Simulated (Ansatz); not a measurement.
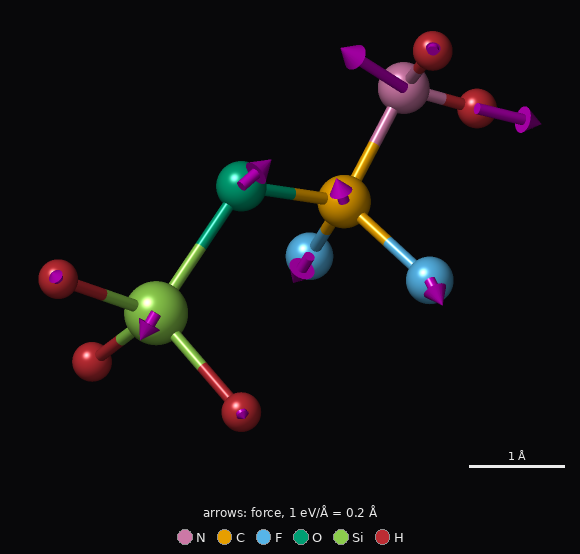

Starting geometry of CH5F2NOSi (coarse preliminary run) with the computed forces as purple arrows. A ball-and-stick model, seen from a free direction.

The start comes from a force field.

Computed with RKS PBE-D4/def2-SVP (Ansatz).

Input file:
```yaml
crystal:
  periodic: [false, false, false]
  atoms:
    - {symbol: N, position_ang: [-1.662100, -0.812000, 0.953400]}
    - {symbol: C, position_ang: [-0.405200, -0.541300, 0.411800]}
    - {symbol: F, position_ang: [0.463300, -0.679500, 1.394400]}
    - {symbol: F, position_ang: [-0.098300, -1.485100, -0.514200]}
    - {symbol: O, position_ang: [-0.307700, 0.717800, -0.194100]}
    - {symbol: Si, position_ang: [1.175100, 1.192700, -0.742600]}
    - {symbol: H, position_ang: [-2.299400, -0.734300, 0.140900]}
    - {symbol: H, position_ang: [-1.661200, -1.713400, 1.250900]}
    - {symbol: H, position_ang: [1.056000, 2.494000, -1.402100]}
    - {symbol: H, position_ang: [1.684900, 0.171800, -1.679900]}
    - {symbol: H, position_ang: [2.120100, 1.332200, 0.402100]}
basis:
  gaussian: {orbitals: def2-SVP}
hamiltonian: {xc: pbe, dispersion: d4}
relax: {f_tol: 0.03, max_steps: 200}
```

Run as
```bash
ansatz run in.yaml --threads 4 --pin off --events-out ev --progress --plain --max-ram 10444MiB
```

Is this structure relaxed? If not, where do the atoms go?

Answer. It isn't relaxed: the largest force vector, on N1, is 5.19 eV/Å. The final displacements have little in common with the starting forces (cosine between the two patterns 0.08). The atom that moves furthest after the best rigid fit is H7 (0.50 Å). Largest moves by element: H 0.50 Å, F 0.42 Å, C 0.17 Å, O 0.16 Å, Si 0.09 Å, N 0.08 Å. Some distances before and after: N1–H8 0.949 → 1.025 Å, C2–F3 1.319 → 1.382 Å, O5–Si6 1.651 → 1.713 Å, C2–O5 1.401 → 1.360 Å. Among the angles between lasting bonds that change: C2–N1–H7 103.6° → 110.3°, O5–Si6–H9 109.4° → 103.6°, C2–O5–Si6 117.7° → 123.0°. After 15 accepted moves (16 points after the start) the energy has fallen by 0.507 eV. Largest force component: 4.6 eV/Å at the start, 0.016 eV/Å at the end. The line search rejected the trial step at point 6 of the run. The forces were under the threshold at step 7, but the run went on from there.
